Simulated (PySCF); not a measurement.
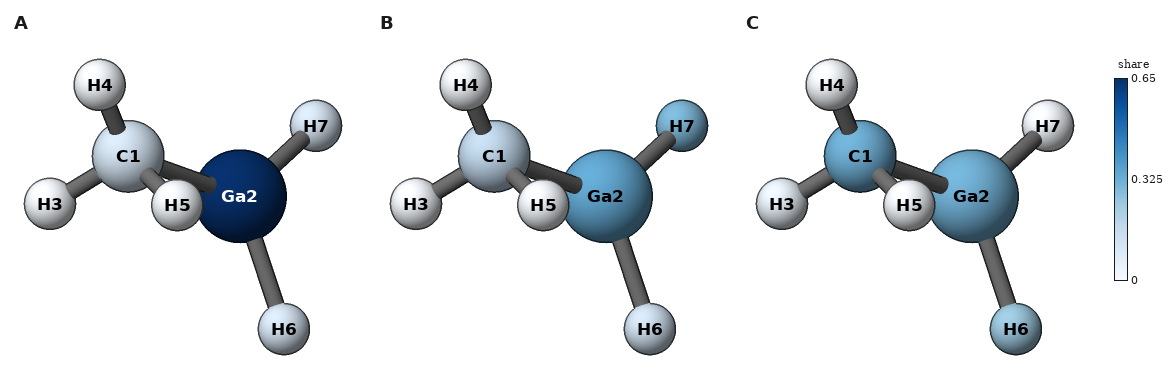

Each panel colours the atoms by their Löwdin share in one orbital (up to four of the largest shares; other atoms are shown as zero). Geometry: a frame of a GFN2-xTB molecular-dynamics simulation, not a minimum. Level of theory: PBE0/def2-SVPD (PySCF 2.14.0).

**The panels show the HOMO−1, HOMO, LUMO, in some order. Which is which?**

A: LUMO, −1.45 eV; Ga2 0.65, C1 0.11, H6 0.10, H7 0.10
B: HOMO, −7.82 eV; Ga2 0.34, H7 0.29, C1 0.17, H6 0.12
C: HOMO−1, −8.24 eV; C1 0.32, Ga2 0.31, H6 0.24, H3 0.04
